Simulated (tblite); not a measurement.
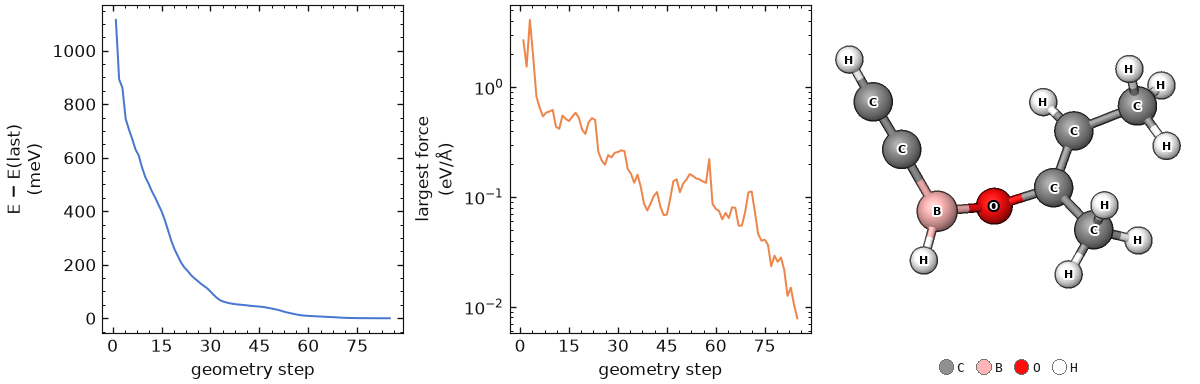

Beside the plot: the molecule at the start.

History of a geometry optimisation. The run: C6H9BO (SMILES C#CBO/C(C)=C/C), by tblite 0.8.0, GFN2-xTB geometry optimisation, gas phase.

The optimisation met its thresholds at geometry 85, counting the start as the first. The energy fell by about 1100 meV from the first step to the last. The largest force goes from about 2.7 eV/Å at the start to 8 × 10⁻³ eV/Å at the end, with a peak of 4.1 eV/Å at step 3.
